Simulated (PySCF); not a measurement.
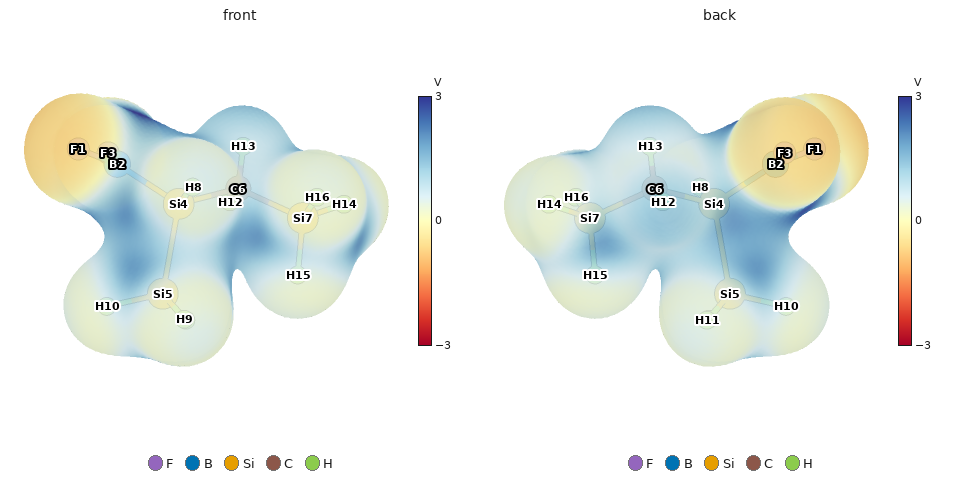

Figure. CH9BF2Si3. The electrostatic potential painted on the density surface at 0.004 e/bohr³, seen from the front and from behind; the colour scale runs from red (negative) to blue (positive).

Geometry: GFN2-xTB.

These are results of PySCF 2.14.0, wB97X-D/def2-SVPD, SCF density, gas phase, not measurements.

```xyz
16

F    -1.8455    3.2491    0.5502
B    -1.1321    2.4246   -0.2008
F    -1.0618    2.8445   -1.4548
Si   -0.3977    0.7053    0.4343
Si   -1.9479   -1.0248    0.2284
C     1.1976    0.2734   -0.5323
Si    2.1467   -1.2633    0.0562
H     0.0037    0.8207    1.8543
H    -1.9394   -1.9167    1.3896
H    -3.3267   -0.5396    0.0877
H    -1.6966   -1.8625   -0.9489
H     0.9364    0.1417   -1.5840
H     1.8767    1.1277   -0.5040
H     3.3094   -1.4815   -0.8110
H     1.2633   -2.4296   -0.0064
H     2.6063   -1.0599    1.4300
```

Which sites attract a positive test charge, and which a negative one?

A positive charge is drawn to the negative regions and a negative charge to the positive ones. The most negative region (about −0.7 V, or −16 kcal/mol for a unit charge) lies over F1 and F3, the most positive (about +2.8 V, or +65 kcal/mol for a unit charge) over B2.

How polar is the molecule by this calculation?

Its dipole moment is 1.29 D.
